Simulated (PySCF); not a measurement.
Vertical excitations of a molecule C4H7FO from PySCF with TDDFT-PBE/def2-SVPD, as energy in eV (oscillator strength): 6.50 (0.004), 6.98 (0.028), 7.22 (0.010), 7.24 (0.006), 7.44 (0.003), 7.71 (0.023), 7.80 (0.006), 7.92 (0.006), 7.95 (0.012), 8.00 (0.018). Lowest triplet (TDA): 6.41 eV. The structure is a stationary point at B3LYP-D3(BJ)/def2-SVP. The values are those of a single conformer.

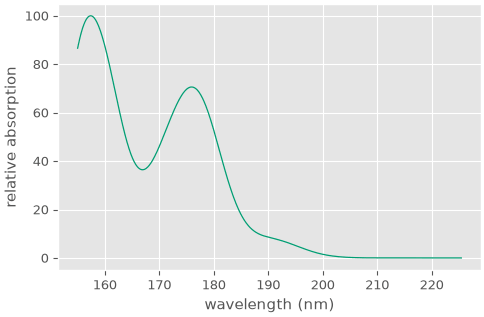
The lines broadened by 0.4 eV.

Task: Pick the molecule that these values belong to.
A. CC(=O)[C@H](C)F
B. COC/C=C\F
C. CC(C)(F)C=O
D. COC1(F)CC1

Result: D, COC1(F)CC1
